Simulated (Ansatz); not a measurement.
TiAl: space group P4/mmm (No. 123), a = 2.837 Å, b = 2.837 Å, c = 4.059 Å, α = 90.00°, β = 90.00°, γ = 90.00°. Source: a calculation's input that goes back to an entry of the Crystallography Open Database (an earlier step may have relaxed or displaced it). Forms under 0.4 % of the area are left out.

Which faces does the BFDH rule predict for this crystal?

Answer. The forms computed, by share of the surface:

| form | faces | d (Å) | share of area (%) |
| --- | --- | --- | --- |
| {100} | 4 | 2.837 | 58.3 |
| {001} | 2 | 4.059 | 41.7 |

Widths along a, b and c stand as 1.00 : 1.00 : 0.70.

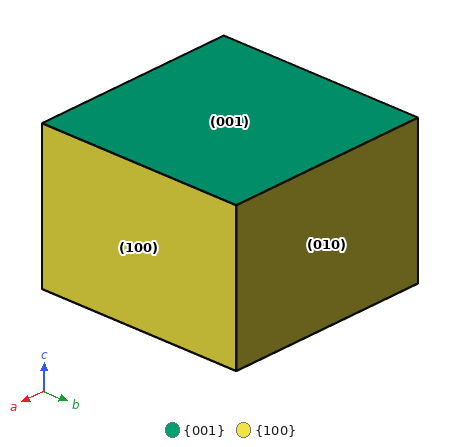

The computed shape, faces indexed. The rule is geometric and ignores bonding and growth conditions.
